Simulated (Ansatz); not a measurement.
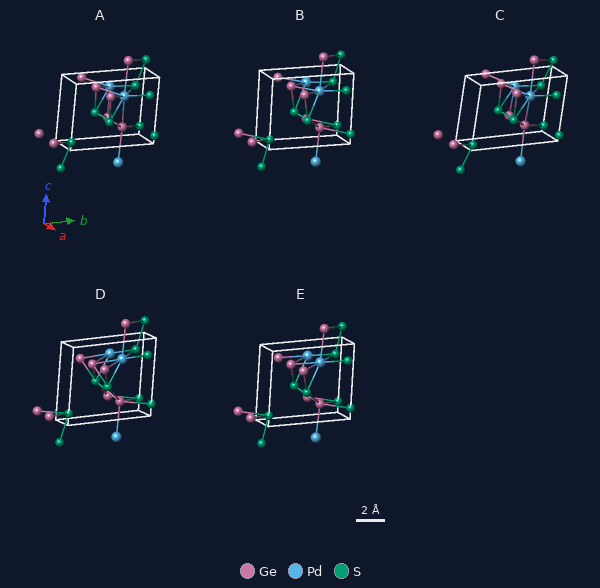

5 geometries from one relaxation of a crystal of Ge₂PdS₃ (built on the Ca2ZnGa3-8 type type), in shuffled order. A ball-and-stick model of the cell of the calculation, reduced to other axes, seen slightly off an axis. Lengths and directions refer to the drawn axes.

Case: shaken.

All numbers below come from DFT, PBEsol, plane waves, PAW in Ansatz 0.2.0. Settings: plane-wave cutoff 420 eV; k-point mesh 6 × 6 × 4; occupations fermi dirac; smearing width 0.05 eV; no spin polarisation; cell and atoms relaxed; force threshold 0.01 eV/Å; at most 120 steps.

Put them in the order of the run, from the start to the converged end.

Answer. D, E, B, A, C. They are steps 0, 7, 11, 14, 27, at +110 meV per atom, +48.0 meV per atom, +29.2 meV per atom, +8.4 meV per atom relative to the last. The largest move relative to the cell is that of a Ge atom, 0.94 Å roughly along [−3 1 3]. By element the largest moves are Ge 0.94 Å, S 0.55 Å, Pd 0.44 Å. The volume changes by −3.8 %, with a 3.570 → 4.004 Å (+12.1 %), b 6.055 → 6.364 Å (+5.1 %), c 6.124 → 5.148 Å (−15.9 %), α 78.6° → 73.8°, β 74.1° → 77.1°, γ 72.9° → 68.5°. Some distances before and after: Ge–S 2.434 → 3.705 Å, Ge–Pd 3.755 → 2.638 Å, Ge–S 2.667 → 3.128 Å, Pd–S 2.323 → 2.552 Å. Bond angles that change, for instance: Ge–Pd–S 60.7° → 94.8°, S–Pd–S 119.9° → 146.1°, Ge–Pd–Ge 106.7° → 80.9°. The space group stays P1 (No. 1). After 23 accepted moves (27 points after the start) the energy has fallen by 110 meV per atom. The largest force component goes from 1.4 to 0.0044 eV/Å. Pressure: 2.64 GPa at the start and 0.00 GPa at the end. The line search rejected the trial steps at points 13, 18 of the run. At 2 points the geometry stayed and the basis and grid were re-selected for the new cell (energy shift of 1.6 meV per atom at most each time).
